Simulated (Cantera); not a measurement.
Input: 1 mol H2S, 0.0064 mol SO2, 4.3 mol H2, held at 95.0 mbar.

These are equilibrium values from Cantera (NASA tables, ideal gas, pure condensed phases), not measurements of a reactor. Candidate condensed phases: H2O, H2SO4, S; 19 gas species. Gases not in the tables: S3 to S7. Kinetics and transport are ignored.

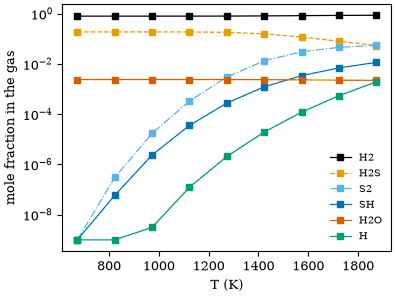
Equilibrium gas composition (values under 1e-9 drawn at 1e-9)

Read off the mole fractions at 823 K.

H2 about 0.81, H2S about 0.19, H2O about 0.0024, S2 about 3.1e-7, SH about 5.9e-8.
